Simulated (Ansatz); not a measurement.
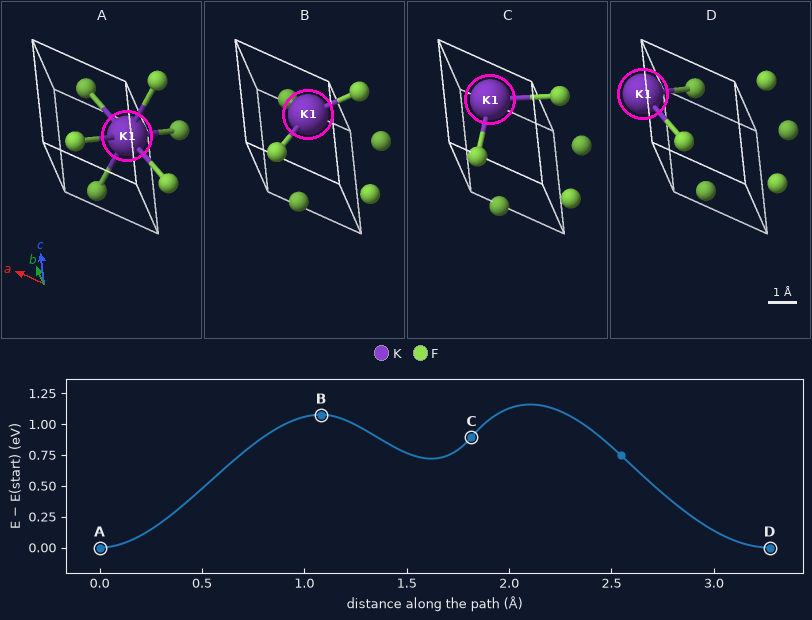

NEB run on a 2-atom cell of KF (set up in Fm-3m). Images are numbered from 0 (start) to 4 (end). Frames A to D are images 0, 1, 2, 4. A ball-and-stick model of the reduced simulation cell (origin moved), seen from a free direction. The moving atom is ringed, with any periodic copies. Lengths and directions refer to the drawn axes. Bonds to atoms that aren't drawn are left out.

The calculation used DFT, PBE, all-electron LAPW, scalar-relativistic (Ansatz 0.2.0).

Input
```yaml
crystal:
  lattice:
    - [0.0, 2.67185, 2.67185]
    - [2.67185, 0.0, 2.67185]
    - [2.67185, 2.67185, 0.0]
  atoms:
    - { symbol: K, position: [0.0, 0.0, 0.0] }
    - { symbol: F, position: [0.5, 0.5, 0.5] }
kpoints:
  mp_grid: { grid: [7, 7, 7] }
scf:
  occupations: { method: fermi_dirac, width: 0.02 }
hamiltonian:
  xc: pbe
  pseudopotentials: { kind: all_electron, lapw: { basis_error: 0.001 } }
output:
  forces: true
neb:
  images: 3
  f_tol: 0.05
  max_iterations: 40
  relax_end_points: true
  final_atoms:
    - { symbol: K, position: [1.0, 0.0, 0.0] }
    - { symbol: F, position: [0.5, 0.5, 0.5] }
```

Command:
```bash
ansatz run input.yaml --threads 4 --pin off --max-ram 4096MiB --backend cpu --events-out ev --progress --plain --runs-dir out
```

### What happens along the path, and what is the barrier?

The K atom travels furthest, 3.78 Å from end to end, along +a, on a path that bends up to 0.66 Å away from the straight line. At the highest image its nearest neighbour (F) is 2.18 Å away, against 2.67 Å at the start, and the surrounding atoms stand up to 0.47 Å off the mean of their end positions. The two ends have the same energy, and the highest point, image 1, lies 1.08 eV above the start. The band is converged.

Cost: 26 min on 4 threads of Arm Neoverse V1 (shared host), peak memory 3.2 GiB.
